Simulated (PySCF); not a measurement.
| atom | x (Å) | y (Å) | z (Å) |
| --- | --- | --- | --- |
| Al | -1.0777 | -0.4954 | 1.0741 |
| Br | -0.4902 | -2.0061 | 2.6082 |
| Br | -3.0978 | 0.4458 | 0.9266 |
| Cl | -0.4226 | -1.2324 | -0.9889 |
| Al | 1.1036 | 0.4640 | -1.0850 |
| Br | 0.4187 | 1.9753 | -2.5745 |
| Br | 3.1760 | -0.3650 | -1.0667 |
| Cl | 0.5283 | 1.1282 | 1.0226 |

Geometry: PBE0-D3(BJ)/def2-SVP.

Method: CAM-B3LYP/def2-SVPD, SCF density, gas phase in PySCF 2.14.0.

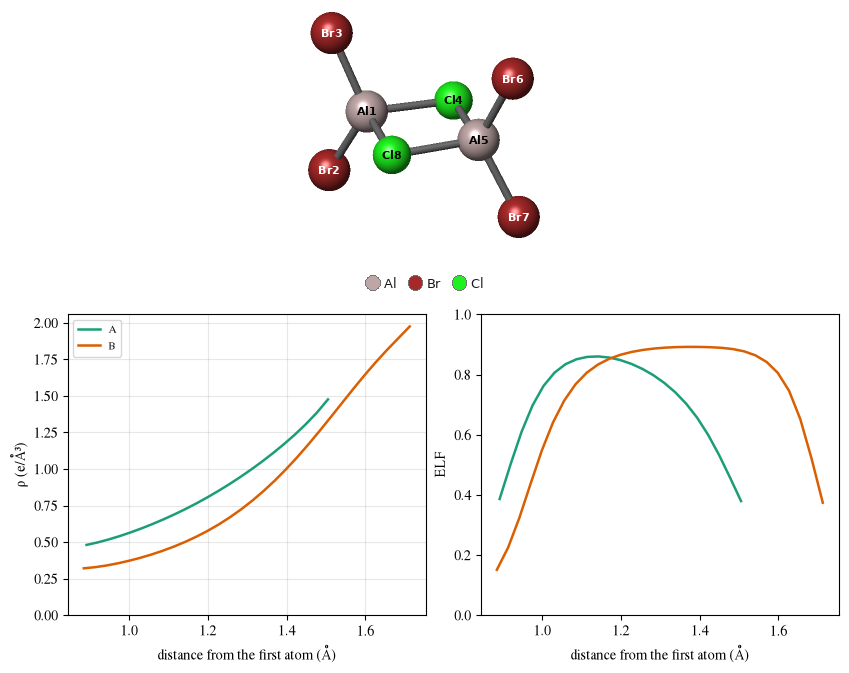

Al$_{2}$Br$_{4}$Cl$_{2}$. Electron density and electron localisation function along straight lines between neighbouring atoms. The curves leave out the atomic cores. The structure is drawn too.

Q: Which curve belongs to which contact (Al–Br and Al–Cl)? The first atom named is at distance zero.

A: Curve A: Al–Br (2.23 Å): ρ is about 0.69 e/Å³ halfway; the ELF peaks at about 0.85 in the valence shell of Br, 1.1 Å from its nucleus, and is about 0.85 at the midpoint. Curve B: Al–Cl (2.28 Å): ρ is about 0.5 e/Å³ halfway; the ELF peaks at about 0.90 in the valence shell of Cl, 0.9 Å from its nucleus, and is about 0.85 at the midpoint.
